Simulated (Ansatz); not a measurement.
# Geometry relaxation, with input and output: Si16N (part 3 of 3)

Si16N (defect cell, 17 atoms in the cell); DFT PBEsol, scalar-relativistic, plane waves, PAW, PAW set soft_1, spin-polarised (Ansatz 0.2.0); cutoff 420 eV, 2×2×2 k-mesh, Gaussian smearing of 0.02 eV, collinear spins. It belongs to a series of runs on one base structure; here: end point B relaxed.

Geometry of the input (Å; fractional positions):
```
0.0000  5.4300  5.4300
5.4300  0.0000  5.4300
5.4300  5.4300  0.0000
Si 0.0000  0.0000  0.0000
Si 0.1250  0.1250  0.1250
Si -0.0000  0.0000  0.5000
Si 0.1250  0.1250  0.6250
Si -0.0000  0.5000  0.0000
Si 0.1250  0.6250  0.1250
Si -0.0000  0.5000  0.5000
Si 0.1250  0.6250  0.6250
Si 0.5000  -0.0000  0.0000
Si 0.6250  0.1250  0.1250
Si 0.5000  0.0000  0.5000
Si 0.6250  0.1250  0.6250
Si 0.5000  0.5000  0.0000
Si 0.6250  0.6250  0.1250
Si 0.5000  0.5000  0.5000
Si 0.6250  0.6250  0.6250
N  0.8151  0.8134  0.3068
```

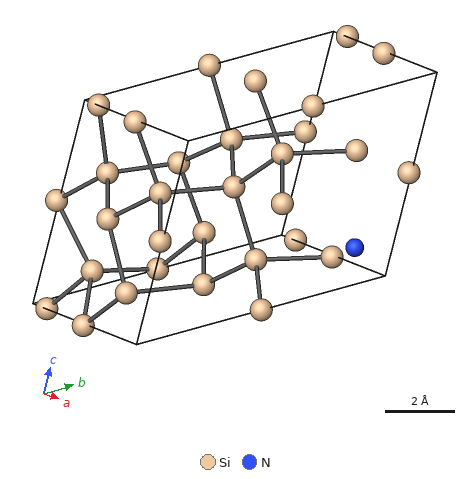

**Figure 1.** The geometry at step 9 of the log (ball-and-stick view of the cell of the calculation, seen slightly off an axis).

Output, continued
```
--- Relaxed structure (18 steps of the walk, 18 accepted, 0 SCFs on fresh bases) ---
  F+E_penalty+E_count = -10319.93071714 eV   max|allowed force component| = 2.635e-2 eV/Å
  atoms:
    - { symbol: Si, position: [0.10216275785017617, 0.0018791734421748155, -0.05572966082507515] }
    - { symbol: Si, position: [0.1549314084389706, 0.14694308961940514, 0.10780008259981871] }
    - { symbol: Si, position: [-0.009015146682115567, -0.003606087248530127, 0.4781611704770742] }
    - { symbol: Si, position: [0.1033127701812348, 0.13093640896633135, 0.6049262383977734] }
    - { symbol: Si, position: [-0.01478241741532449, 0.5164785919231383, 0.003076426407087496] }
    - { symbol: Si, position: [0.07693590545233092, 0.640300480486546, 0.15851784607952452] }
    - { symbol: Si, position: [-0.028079100105199928, 0.49583668486688265, 0.5291095280763722] }
    - { symbol: Si, position: [0.11656933163862832, 0.6236824706900748, 0.6290428780520161] }
    - { symbol: Si, position: [0.5215895553652218, -0.014440622325244012, 0.0024097440114431157] }
    - { symbol: Si, position: [0.6305415795415463, 0.07833361956242141, 0.16603921630109064] }
    - { symbol: Si, position: [0.4705746978863801, -0.01731511856291562, 0.5366441183974475] }
    - { symbol: Si, position: [0.6173272245859942, 0.1180533273882286, 0.6281952422348078] }
    - { symbol: Si, position: [0.47733309163643645, 0.4702173616674922, 0.04289370416049004] }
    - { symbol: Si, position: [0.6115572207611312, 0.613136859633194, 0.13904115151618135] }
    - { symbol: Si, position: [0.49070475661630364, 0.4919597791568253, 0.5147300609198092] }
    - { symbol: Si, position: [0.596769527772268, 0.60782975362321, 0.6665308484249604] }
    - { symbol: N, position: [0.896624986476019, 0.9131943271107648, 0.15544429476917987] }
```

Trajectory as extended XYZ (Å, eV, eV/Å), 13 of the 18 frames kept, from step=1 to step=18
```
17
Lattice="0.0000 5.4300 5.4300 5.4300 0.0000 5.4300 5.4300 5.4300 0.0000" Properties=species:S:1:pos:R:3:forces:R:3 step=1 energy=-10318.44888
Si    0.0000    0.0000    0.0000    0.4272   0.4195  -0.4740
Si    1.3575    1.3575    1.3575   -0.0678  -0.0683   0.0641
Si    2.7150    2.7150    0.0000   -0.0845  -0.0837  -0.0822
Si    4.0725    4.0725    1.3575   -0.1304  -0.1188  -0.0752
Si    2.7150    0.0000    2.7150   -0.0658   0.0659   0.0639
Si    4.0725    1.3575    4.0725    0.4665  -0.4094  -0.4400
Si    5.4300    2.7150    2.7150    0.3661  -0.4266   0.3317
Si    6.7875    4.0725    4.0725   -0.0615   0.0532  -0.0631
Si    0.0000    2.7150    2.7150    0.0645  -0.0627   0.0622
Si    1.3575    4.0725    4.0725   -0.3873   0.4552  -0.4243
Si    2.7150    5.4300    2.7150   -0.4148   0.3444   0.3175
Si    4.0725    6.7875    4.0725    0.0512  -0.0606  -0.0616
Si    2.7150    2.7150    5.4300    0.0907   0.1016   0.1484
Si    4.0725    4.0725    6.7875    0.0849   0.0852   0.0884
Si    5.4300    5.4300    5.4300    0.0584   0.0582  -0.0532
Si    6.7875    6.7875    6.7875   -0.3287  -0.3354   0.4095
N     6.0830    6.0919    8.8426   -0.0688  -0.0178   0.1878
17
Lattice="0.0000 5.4300 5.4300 5.4300 0.0000 5.4300 5.4300 5.4300 0.0000" Properties=species:S:1:pos:R:3:forces:R:3 step=2 energy=-10318.53561
Si    0.0236    0.0230   -0.0116    0.1624   0.1582  -0.2676
Si    1.3600    1.3606    1.3654   -0.0077  -0.0067   0.0053
Si    2.7130    2.7132   -0.0009    0.0225   0.0217   0.0169
Si    4.0774    4.0771    1.3615   -0.0401  -0.0343  -0.0129
Si    2.7072   -0.0043    2.7127    0.0011   0.0060   0.0074
Si    4.0855    1.3351    4.0476    0.2461  -0.1396  -0.1536
Si    5.4510    2.7027    2.7326    0.1075  -0.1868   0.0898
Si    6.7881    4.0770    4.0755   -0.0059  -0.0001  -0.0008
Si   -0.0043    2.7081    2.7132    0.0052   0.0018   0.0070
Si    1.3364    4.0858    4.0482   -0.1231   0.2268  -0.1397
Si    2.7028    5.4497    2.7320   -0.1670   0.0905   0.0770
Si    4.0763    6.7882    4.0751   -0.0009  -0.0045  -0.0003
Si    2.7096    2.7095    5.4239    0.0185   0.0234   0.0455
Si    4.0727    4.0729    6.7890   -0.0224  -0.0231  -0.0243
Si    5.4273    5.4278    5.4260    0.0034   0.0038   0.0025
Si    6.7689    6.7682    6.8005   -0.0704  -0.0731   0.1500
N     6.0875    6.0974    8.8521   -0.1288  -0.0639   0.1977
17
Lattice="0.0000 5.4300 5.4300 5.4300 0.0000 5.4300 5.4300 5.4300 0.0000" Properties=species:S:1:pos:R:3:forces:R:3 step=4 energy=-10318.64833
Si    0.0857    0.0846   -0.0355    0.1172   0.0483   0.2364
Si    1.3938    1.3960    1.3761   -0.0046  -0.0094   0.0517
Si    2.7672    2.7647    0.0434    0.0133   0.0258   0.0037
Si    4.1362    4.1286    1.3993   -0.0286   0.0163   0.1142
Si    2.7041   -0.0382    2.6841   -0.0122   0.0076  -0.0218
Si    4.1150    1.2809    3.9892   -0.1776   0.0823  -0.1320
Si    5.4930    2.6785    2.7625   -0.1131   0.3324  -0.2723
Si    6.8076    4.0744    4.0991    0.0148  -0.0328   0.0176
Si   -0.0349    2.7090    2.6882    0.0038   0.0102  -0.0270
Si    1.2898    4.1174    3.9940    0.1478  -0.1916  -0.0663
Si    2.6859    5.4840    2.7546    0.3972  -0.2007  -0.3124
Si    4.0742    6.8060    4.0952   -0.0299   0.0111   0.0206
Si    2.6678    2.6656    5.3551   -0.0933  -0.0759   0.0822
Si    4.0245    4.0233    6.7297   -0.0272  -0.0327   0.0155
Si    5.4108    5.4114    5.4278   -0.0067  -0.0062   0.0030
Si    6.7486    6.7444    6.8116    0.3093   0.2875  -0.4198
N     6.0137    6.0613    8.9682   -0.5102  -0.2722   0.7067
17
Lattice="0.0000 5.4300 5.4300 5.4300 0.0000 5.4300 5.4300 5.4300 0.0000" Properties=species:S:1:pos:R:3:forces:R:3 step=5 energy=-10318.81304
Si    0.0838    0.0897    0.0330    0.0656   0.1565   0.2648
Si    1.3969    1.4072    1.4210    0.0486   0.0210   0.0084
Si    2.7590    2.7514    0.0487   -0.0220  -0.0262  -0.0404
Si    4.1291    4.0991    1.4155    0.0269   0.0728   0.0663
Si    2.7073   -0.0528    2.6940   -0.0194  -0.0442  -0.0595
Si    4.1388    1.2539    3.9797   -0.2683   0.0094  -0.1482
Si    5.5143    2.6448    2.7425   -0.0347   0.4551  -0.4542
Si    6.8033    4.0509    4.0935   -0.0145   0.0298   0.1093
Si   -0.0434    2.7348    2.7002   -0.1014  -0.0680  -0.0296
Si    1.2691    4.1752    3.9774    0.2647  -0.2088  -0.2907
Si    2.6890    5.4991    2.7199    0.5098  -0.2924  -0.3442
Si    4.0667    6.8070    4.0867    0.0150   0.0374   0.0791
Si    2.6868    2.6978    5.2992   -0.0801  -0.1174   0.1600
Si    4.0258    4.0305    6.7162    0.0150   0.0223   0.0450
Si    5.4181    5.4152    5.4100   -0.0521  -0.0699  -0.0625
Si    6.7859    6.7680    6.7475    0.2986   0.3396  -0.4436
N     5.9524    6.0201    9.0575   -0.6517  -0.3171   1.1399
17
Lattice="0.0000 5.4300 5.4300 5.4300 0.0000 5.4300 5.4300 5.4300 0.0000" Properties=species:S:1:pos:R:3:forces:R:3 step=7 energy=-10319.39460
Si    0.1555    0.1700    0.1715   -0.3062  -0.4829   2.4020
Si    1.4555    1.4816    1.5215   -0.0079  -0.0141   0.0505
Si    2.7433    2.7374    0.0125    0.0059   0.0251  -0.0076
Si    4.1514    4.1008    1.3037    0.2049   0.1693  -0.1439
Si    2.6820   -0.1112    2.7073    0.0420   0.0679   0.1146
Si    4.1356    1.2233    3.9186   -0.2464   0.3592  -0.5126
Si    5.5030    2.6795    2.6260   -0.3376   0.2351  -0.0289
Si    6.7478    4.0170    4.0949   -0.0280  -0.0956  -0.2011
Si   -0.0834    2.7485    2.7398    0.1314   0.1039   0.0859
Si    1.2775    4.2314    3.9180    0.1414   0.1290  -0.4513
Si    2.7746    5.4700    2.6058   -0.0187  -0.1600   0.1419
Si    4.0477    6.7744    4.0842   -0.0497  -0.0682  -0.1544
Si    2.7204    2.7232    5.2632    0.1107  -0.0465   0.0168
Si    4.0302    4.0324    6.7146   -0.0174  -0.0363  -0.0824
Si    5.4134    5.4136    5.4065    0.0487   0.0671   0.1102
Si    6.8416    6.7962    6.6640    0.0223  -0.0477  -0.0339
N     5.7869    5.9037    9.3905    0.3045  -0.2054  -1.3057
17
Lattice="0.0000 5.4300 5.4300 5.4300 0.0000 5.4300 5.4300 5.4300 0.0000" Properties=species:S:1:pos:R:3:forces:R:3 step=8 energy=-10319.68009
Si    0.1439    0.1844    0.3689   -0.3217  -0.1664   0.8798
Si    1.5164    1.5284    1.5802    0.0758   0.0535   0.0777
Si    2.7208    2.7359   -0.0352    0.0366   0.0230   0.0230
Si    4.0839    4.1085    1.2920    0.0702   0.0204   0.0417
Si    2.7269   -0.1168    2.7010   -0.0749   0.0321  -0.0339
Si    4.2039    1.2317    3.8472   -0.0290   0.0483  -0.0531
Si    5.4695    2.7231    2.5677   -0.1272   0.1450  -0.2180
Si    6.7373    4.0242    4.0452    0.0142   0.0012  -0.0726
Si   -0.0853    2.7658    2.7347    0.0503  -0.0532  -0.0523
Si    1.2717    4.2309    3.8995    0.1711   0.1908  -0.2186
Si    2.7423    5.4768    2.6105    0.0235  -0.1801  -0.0324
Si    4.0467    6.7709    4.0612   -0.0265  -0.0418  -0.0580
Si    2.7496    2.6936    5.2257    0.0268  -0.0642   0.0174
Si    4.0401    4.0239    6.6733    0.0035  -0.0202  -0.0090
Si    5.4260    5.4220    5.3869    0.0158   0.0496   0.1046
Si    6.8416    6.8138    6.6455    0.0638  -0.0106   0.0011
N     5.7475    5.7748    9.5382    0.0275  -0.0274  -0.3975
17
Lattice="0.0000 5.4300 5.4300 5.4300 0.0000 5.4300 5.4300 5.4300 0.0000" Properties=species:S:1:pos:R:3:forces:R:3 step=9 energy=-10319.79305
Si    0.0566    0.2377    0.5407   -0.2939  -0.0065  -0.0757
Si    1.5609    1.5671    1.6071    0.0513   0.0243  -0.0158
Si    2.7166    2.7248   -0.0790   -0.0058  -0.0035   0.0909
Si    4.0450    4.0658    1.3071   -0.0244  -0.0470   0.0271
Si    2.7427   -0.1242    2.6712    0.0138   0.0728  -0.1193
Si    4.2295    1.2313    3.7984   -0.1611   0.1873  -0.0075
Si    5.4832    2.7172    2.5199   -0.0773   0.0553  -0.0042
Si    6.7383    4.0244    4.0065   -0.0377   0.0408  -0.0099
Si   -0.0657    2.7867    2.7281    0.0572   0.0750  -0.0635
Si    1.2598    4.2913    3.8812   -0.0490  -0.2721  -0.0376
Si    2.7492    5.4715    2.6038    0.0600   0.0210  -0.1311
Si    4.0679    6.7665    4.0386    0.0576  -0.0235  -0.0204
Si    2.7660    2.6788    5.1867    0.0645   0.1208   0.0541
Si    4.0506    4.0094    6.6437    0.0053  -0.0760  -0.0368
Si    5.4422    5.4199    5.3773   -0.0246  -0.0173   0.0472
Si    6.8721    6.8051    6.6219    0.0375  -0.0004  -0.0976
N     5.6683    5.7186    9.6894    0.3266  -0.1508   0.4001
17
Lattice="0.0000 5.4300 5.4300 5.4300 0.0000 5.4300 5.4300 5.4300 0.0000" Properties=species:S:1:pos:R:3:forces:R:3 step=11 energy=-10319.84135
Si   -0.1239    0.2373    0.6623    0.0653   0.2837  -0.5537
Si    1.5359    1.5516    1.5711   -0.0677  -0.0634  -0.0034
Si    2.6876    2.6824   -0.1276   -0.0361  -0.0064  -0.0632
Si    3.9616    3.9580    1.3499    0.0037  -0.0442  -0.1071
Si    2.7846   -0.0810    2.6276    0.0404  -0.0382   0.1051
Si    4.2643    1.2509    3.8221    0.1616  -0.0678  -0.0282
Si    5.5143    2.7064    2.5095    0.0286   0.0503   0.0374
Si    6.7685    4.0634    3.9598    0.0025  -0.0362   0.0195
Si   -0.0314    2.8075    2.7135   -0.0604   0.0166   0.1086
Si    1.2481    4.2973    3.9295   -0.0954   0.1279  -0.0896
Si    2.7219    5.4481    2.5937    0.0301   0.0811  -0.0217
Si    4.0894    6.7553    3.9887   -0.0214   0.0100   0.0188
Si    2.8091    2.7157    5.1682   -0.0466   0.0048   0.1144
Si    4.0931    4.0203    6.6268    0.0204   0.0628   0.0217
Si    5.4654    5.4334    5.3527    0.0237   0.0056  -0.0976
Si    6.9116    6.8183    6.5760   -0.0722  -0.0341   0.0681
N     5.6827    5.7270    9.8188    0.0235  -0.3528   0.4709
17
Lattice="0.0000 5.4300 5.4300 5.4300 0.0000 5.4300 5.4300 5.4300 0.0000" Properties=species:S:1:pos:R:3:forces:R:3 step=12 energy=-10319.84253
Si   -0.2364    0.3545    0.5636    0.2003  -0.1822  -0.7378
Si    1.4672    1.5132    1.6026   -0.1227  -0.0674   0.0469
Si    2.6464    2.6308   -0.0974    0.0190  -0.0691  -0.1284
Si    4.0268    3.9388    1.2589    0.2638  -0.0648   0.0255
Si    2.7822   -0.0648    2.7017    0.0511  -0.1003  -0.0251
Si    4.2873    1.2629    3.8885    0.5091  -0.2365   0.2360
Si    5.5173    2.7032    2.5386    0.0032   0.0110  -0.0645
Si    6.7699    4.0436    3.9937    0.0329  -0.0263   0.0101
Si   -0.0717    2.8085    2.7450    0.1099   0.0865   0.0844
Si    1.3047    4.2835    3.8703    0.1602  -0.5927  -0.0252
Si    2.7791    5.4261    2.5097    0.0227   0.0726  -0.0538
Si    4.0555    6.7356    3.9849   -0.0646   0.0550   0.1215
Si    2.7758    2.7619    5.2049   -0.0745   0.1728  -0.2496
Si    4.0798    4.0574    6.6626   -0.0605   0.0081   0.0322
Si    5.4566    5.4338    5.3452   -0.0313   0.0309  -0.0434
Si    6.8938    6.8157    6.5832    0.0127   0.0301   0.0489
N     5.8486    5.6872    9.7864   -1.0313   0.8723   0.7222
17
Lattice="0.0000 5.4300 5.4300 5.4300 0.0000 5.4300 5.4300 5.4300 0.0000" Properties=species:S:1:pos:R:3:forces:R:3 step=14 energy=-10319.91898
Si   -0.2690    0.3255    0.5550    0.0784  -0.0928   0.0174
Si    1.4200    1.4697    1.6433   -0.0586  -0.0290   0.0134
Si    2.6104    2.5845   -0.0659   -0.0194   0.0019  -0.0478
Si    4.0377    3.8975    1.2509   -0.0264  -0.0082   0.0049
Si    2.7963   -0.0773    2.7263    0.0235  -0.0162   0.0107
Si    4.3351    1.2533    3.8841   -0.0441   0.1184  -0.0518
Si    5.5481    2.7020    2.5218    0.0433   0.0130   0.0621
Si    6.7773    4.0303    4.0138    0.0210  -0.0198  -0.0027
Si   -0.0816    2.8271    2.7706    0.0125   0.0583  -0.0318
Si    1.3135    4.3124    3.8521   -0.0486  -0.0821   0.1333
Si    2.7980    5.4449    2.4734    0.0863   0.0152  -0.0338
Si    4.0373    6.7412    3.9978   -0.0021   0.0227   0.0447
Si    2.7834    2.8062    5.1575    0.0008   0.0473  -0.1155
Si    4.0750    4.0655    6.6620    0.0059  -0.0316   0.0154
Si    5.4560    5.4425    5.3433    0.0010   0.0052  -0.0358
Si    6.9197    6.8371    6.5432   -0.0353   0.0272  -0.0045
N     5.8257    5.7293    9.8132   -0.0382  -0.0296   0.0217
17
Lattice="0.0000 5.4300 5.4300 5.4300 0.0000 5.4300 5.4300 5.4300 0.0000" Properties=species:S:1:pos:R:3:forces:R:3 step=15 energy=-10319.92733
Si   -0.2893    0.2960    0.5683    0.0221  -0.0956   0.0132
Si    1.3965    1.4469    1.6534   -0.0218  -0.0076  -0.0117
Si    2.5876    2.5649   -0.0593    0.0172  -0.0179   0.0188
Si    4.0175    3.8687    1.2661    0.0140   0.0011   0.0194
Si    2.8123   -0.0761    2.7258    0.0150   0.0157  -0.0249
Si    4.3437    1.2632    3.8825   -0.0083   0.0251  -0.0086
Si    5.5672    2.7078    2.5313   -0.0029   0.0283  -0.0461
Si    6.7948    4.0368    4.0180   -0.0127   0.0056   0.0002
Si   -0.0859    2.8408    2.7613    0.0328   0.0025   0.0122
Si    1.3129    4.3145    3.8543   -0.0284   0.0220  -0.0003
Si    2.8057    5.4553    2.4694    0.0157   0.0253  -0.0112
Si    4.0382    6.7552    4.0006   -0.0079  -0.0063  -0.0225
Si    2.7934    2.8194    5.1302   -0.0199  -0.0150   0.0316
Si    4.0800    4.0727    6.6453    0.0024   0.0046  -0.0018
Si    5.4659    5.4550    5.3330    0.0088   0.0204   0.0151
Si    6.9308    6.8548    6.5305   -0.0259  -0.0164   0.0229
N     5.8117    5.7159    9.8320    0.0002   0.0081  -0.0063
17
Lattice="0.0000 5.4300 5.4300 5.4300 0.0000 5.4300 5.4300 5.4300 0.0000" Properties=species:S:1:pos:R:3:forces:R:3 step=17 energy=-10319.93051
Si   -0.3000    0.2525    0.5701    0.0045  -0.0028   0.0073
Si    1.3797    1.4202    1.6442    0.0155   0.0220   0.0052
Si    2.5737    2.5437   -0.0644   -0.0010   0.0013  -0.0007
Si    3.9967    3.8419    1.2734   -0.0224   0.0013  -0.0007
Si    2.8293   -0.0641    2.7246   -0.0129   0.0020   0.0035
Si    4.3474    1.2780    3.8951   -0.0083  -0.0002  -0.0011
Si    5.5694    2.7239    2.5401    0.0070  -0.0046   0.0059
Si    6.8078    4.0503    4.0199    0.0000   0.0001   0.0086
Si   -0.0681    2.8473    2.7529   -0.0102  -0.0105  -0.0106
Si    1.3218    4.3266    3.8472    0.0306   0.0120   0.0103
Si    2.8172    5.4692    2.4586   -0.0043   0.0038   0.0011
Si    4.0484    6.7654    3.9911   -0.0002  -0.0112   0.0076
Si    2.7837    2.8258    5.1376    0.0037  -0.0032   0.0127
Si    4.0832    4.0742    6.6443    0.0069   0.0055  -0.0038
Si    5.4659    5.4608    5.3317   -0.0041   0.0020   0.0000
Si    6.9182    6.8625    6.5380    0.0104  -0.0109  -0.0094
N     5.8087    5.7137    9.8381   -0.0153  -0.0067  -0.0359
17
Lattice="0.0000 5.4300 5.4300 5.4300 0.0000 5.4300 5.4300 5.4300 0.0000" Properties=species:S:1:pos:R:3:forces:R:3 step=18 energy=-10319.93072
Si   -0.2924    0.2521    0.5649   -0.0104   0.0001  -0.0018
Si    1.3833    1.4266    1.6392   -0.0047  -0.0170  -0.0076
Si    2.5768    2.5475   -0.0685    0.0032  -0.0002  -0.0005
Si    3.9957    3.8457    1.2720    0.0250   0.0028  -0.0013
Si    2.8212   -0.0636    2.7242   -0.0006   0.0001   0.0034
Si    4.3376    1.2785    3.8946    0.0264  -0.0140  -0.0016
Si    5.5655    2.7206    2.5399   -0.0083   0.0017  -0.0050
Si    6.8023    4.0487    4.0196    0.0009   0.0011  -0.0048
Si   -0.0653    2.8453    2.7538    0.0019   0.0106   0.0088
Si    1.3269    4.3254    3.8492   -0.0190   0.0087  -0.0016
Si    2.8200    5.4692    2.4612   -0.0103   0.0019   0.0015
Si    4.0521    6.7632    3.9931   -0.0014   0.0081  -0.0017
Si    2.7862    2.8248    5.1452   -0.0070   0.0099  -0.0019
Si    4.0843    4.0757    6.6501   -0.0010  -0.0013   0.0015
Si    5.4663    5.4595    5.3359   -0.0005  -0.0028  -0.0011
Si    6.9198    6.8597    6.5410    0.0006   0.0049   0.0042
N     5.8027    5.7127    9.8273    0.0052  -0.0146   0.0095
```
